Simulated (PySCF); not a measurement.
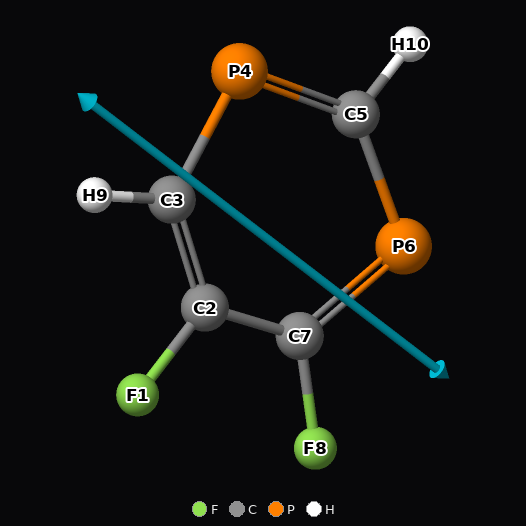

The double arrow shows the direction of the transition dipole to excited singlet state 5 (its length means nothing). Computed geometry: GFN2-xTB optimisation. No frequency run is at hand to confirm it as a minimum. Level of theory: TDDFT ωB97X-D/def2-SVPD, vertical, gas phase, core orbitals frozen in the response (PySCF 2.14.0).

Question. How is the transition polarised?

Answer. In the molecular plane, at 41° to the long direction P4···F8.

Question. Where does the transition lie, and how strong is it?

Answer. 5.59 eV (222 nm), oscillator strength 0.41, of mixed character, with the largest part HOMO−2 → LUMO (weight 0.47); transition dipole 4.39 D.

The geometry is semi-empirical. Around P such bond lengths and angles can be off by a tenth of an ångström or more and by several degrees, and values that hang on the shape move with them.
